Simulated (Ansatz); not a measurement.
# Calculations on TiSiH$_{3}$Cl$_{2}$F$_{2}$

**1. Relaxation**

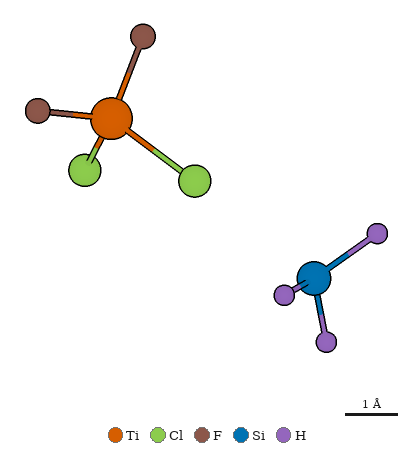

TiSiH$_{3}$Cl$_{2}$F$_{2}$ (multiplicity 2), before the relaxation. The picture is a ball-and-stick view, seen from a free direction.

The run prepares an end point of a later path (reaction) calculation, from a guessed geometry.

Computed with UKS PBE/def2-SVP (Ansatz 0.2.0).

Input file:
```yaml
crystal:
  periodic: [false, false, false]
  atoms:
    - { symbol: Ti, position_ang: [-0.009284, -0.016581, -0.226573] }
    - { symbol: Cl, position_ang: [0.038009, 0.066565, 2.097932] }
    - { symbol: F, position_ang: [1.616233, -0.02019, -0.831085] }
    - { symbol: F, position_ang: [-0.824745, 1.389273, -0.831855] }
    - { symbol: Cl, position_ang: [-1.04695, -1.814075, -0.920764] }
    - { symbol: Si, position_ang: [-0.008623, -0.015449, 5.424798] }
    - { symbol: H, position_ang: [-0.783927, -1.222177, 5.874433] }
    - { symbol: H, position_ang: [1.433452, -0.07814, 5.845018] }
    - { symbol: H, position_ang: [-0.666663, 1.270174, 5.842295] }
magnetization:
  spin_polarized: true
  initial_magnetization: 1
basis:
  gaussian: { orbitals: def2-SVP }
hamiltonian:
  xc: pbe
relax:
  f_tol: 0.03
  max_steps: 50
output:
  orbitals: {}
```

Launched with:
```bash
ansatz run input.yaml --threads 4 --pin off --max-ram 5120MiB --backend cpu --events-out ev --progress --plain --runs-dir out
```

### Predict the outcome.

The atom that moves furthest after the best rigid fit is Cl5 (3.22 Å). Largest moves by element: Cl 3.22 Å, H 1.51 Å, Si 1.30 Å, Ti 0.80 Å, F 0.70 Å. Near-neighbour distances that change, for instance: Cl5–Si6 6.677 → 2.196 Å, Ti1–Cl5 2.189 → 2.497 Å, Cl2–Si6 3.328 → 3.196 Å, Ti1–Cl2 2.326 → 2.292 Å. New bonds form, among them: Cl5–Si6 (6.68 → 2.20 Å). Among the angles between lasting bonds that change: Cl2–Ti1–Cl5 110.8° → 88.4°, F3–Ti1–F4 108.7° → 121.5°, H8–Si6–H9 112.2° → 116.4°. Over 29 geometry steps the energy falls by 57.7 kJ/mol. Largest force component: 1.3 eV/Å at the start, 0.013 eV/Å at the end. The forces were under the threshold at step 5, but the run went on from there.

Final geometry:

```xyz
9

Ti    0.1766    0.2924    0.4867
Cl    0.9795    1.6240    2.1706
F     1.4742   -0.5361   -0.3733
F    -1.1596    1.0545   -0.3754
Cl   -0.7481   -1.2352    2.2319
Si   -0.2790   -0.4669    4.2349
H    -0.9280   -1.5432    5.0532
H     1.1996   -0.4711    4.4204
H    -0.9678    0.8408    4.4252
```

The end point in the same view:

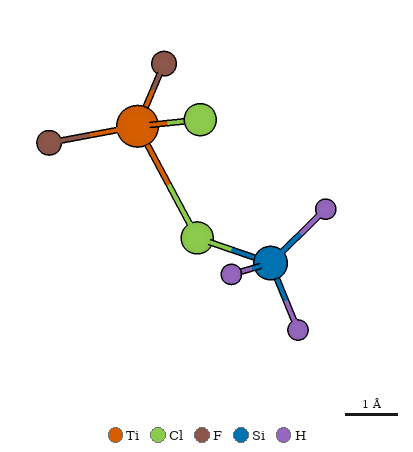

Limits of the set-up: the start holds two separate molecules, 3.3 Å apart at their closest, whose relative position is a soft coordinate and is computed without a dispersion correction.

**2. Relaxation**

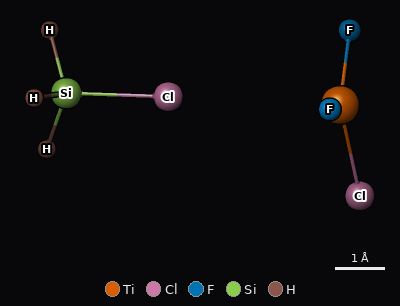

This is the input geometry for a relaxation of TiSiH₃Cl₂F₂ (multiplicity 2). Style: ball-and-stick. Shown at a tilt.

The run prepares an end point of a later path (reaction) calculation, from a guessed geometry.

Level of theory: UKS PBE/def2-SVP in Ansatz.

The input:
```yaml
crystal:
  periodic: [false, false, false]
  atoms:
    - { symbol: Ti, position_ang: [-0.010264, -0.018555, -0.562137] }
    - { symbol: Cl, position_ang: [0.01012, 0.017879, 3.003282] }
    - { symbol: F, position_ang: [1.750036, -0.049727, -0.589446] }
    - { symbol: F, position_ang: [-0.917383, 1.490323, -0.590426] }
    - { symbol: Cl, position_ang: [-1.104222, -1.913308, -0.889905] }
    - { symbol: Si, position_ang: [0.005604, 0.009642, 5.122883] }
    - { symbol: H, position_ang: [-0.762782, -1.187338, 5.587931] }
    - { symbol: H, position_ang: [1.423605, -0.059592, 5.595681] }
    - { symbol: H, position_ang: [-0.647213, 1.270076, 5.596337] }
magnetization:
  spin_polarized: true
  initial_magnetization: 1
basis:
  gaussian: { orbitals: def2-SVP }
hamiltonian:
  xc: pbe
relax:
  f_tol: 0.03
  max_steps: 50
```

Command:
```bash
ansatz run input.yaml --threads 4 --pin off --max-ram 5120MiB --backend cpu --events-out ev --progress --plain --runs-dir out
```

Q: Where does the relaxation end?

A: F3 moves most after the best rigid fit: 2.35 Å. By element the largest moves are F 2.35 Å, H 1.96 Å, Cl 1.55 Å, Ti 1.17 Å, Si 0.85 Å. Some distances before and after: Ti1–Cl2 3.566 → 2.646 Å, Ti1–F3 1.761 → 1.808 Å, Cl2–Si6 2.120 → 2.155 Å, Ti1–Cl5 2.212 → 2.223 Å. New bonds form, among them: Ti1–Cl2 (3.57 → 2.65 Å). Among the angles between lasting bonds that change: F3–Ti1–Cl5 118.5° → 111.6°, Cl2–Si6–H7 108.4° → 102.2°, F4–Ti1–Cl5 118.5° → 114.0°. After 35 accepted moves (38 points after the start) the energy has fallen by 7.07 kcal/mol. Largest force component: 0.41 eV/Å at the start, 0.018 eV/Å at the end. The line search rejected the trial steps at points 7, 27, 33 of the run. The forces were under the threshold at step 5, but the run went on from there.

Final geometry:

```xyz
9

Ti   -0.2300   -0.0762    0.5873
Cl   -1.4354   -0.5393    2.8966
F     1.1855    0.1794    1.6827
F    -1.3562    1.1985    0.1363
Cl    0.2583   -1.4769   -1.0686
Si    0.1298   -0.0033    4.2782
H    -0.5533   -0.1524    5.6031
H     1.2400   -0.9870    4.1325
H     0.5089    1.4167    4.0262
```

The end point in the same view:

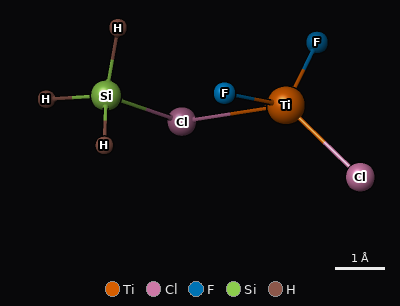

Limits of the set-up: the start holds two separate molecules, 3.6 Å apart at their closest, whose relative position is a soft coordinate and is computed without a dispersion correction.

**3. Path**

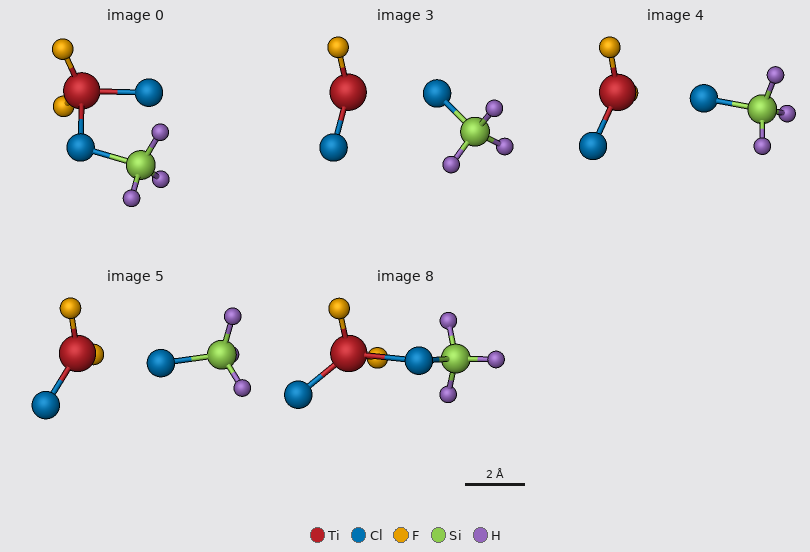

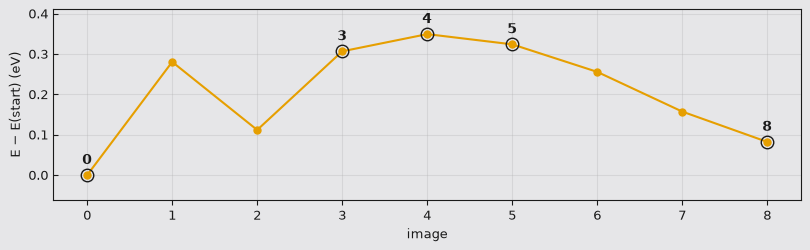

NEB run on TiSiH3Cl2F2 (multiplicity 2). Images are numbered from 0 (start) to 8 (end). A ball-and-stick model, seen from a free direction.

All numbers below come from UKS PBE/def2-SVP (Ansatz 0.2.0). Set-up: 7 movable images; climbing image; force threshold 0.03 eV/Å; iteration limit 60; starting path through a guess of the saddle point.

Read off the barrier and say what moves.

The energy climbs by 0.35 eV to image 4 and then falls by 0.27 eV, so the end point sits at +0.08 eV. The profile has 2 maxima (images 1, 4) with a dip at image 2 (+0.11 eV), so the process runs in steps. The path has more than one stage, and so few images may leave a stage unresolved. Breaking: Cl–Si (2.20 → 5.55 Å). Forming: Cl–Si (3.20 → 2.16 Å). The band converged in 28 iterations. The largest component of the band force went from 9.2 to 0.021 eV/Å. The climbing image converged on the top of the path. Its vibrational analysis gives no imaginary modes over 30i cm⁻¹, so it isn't confirmed as a transition state.
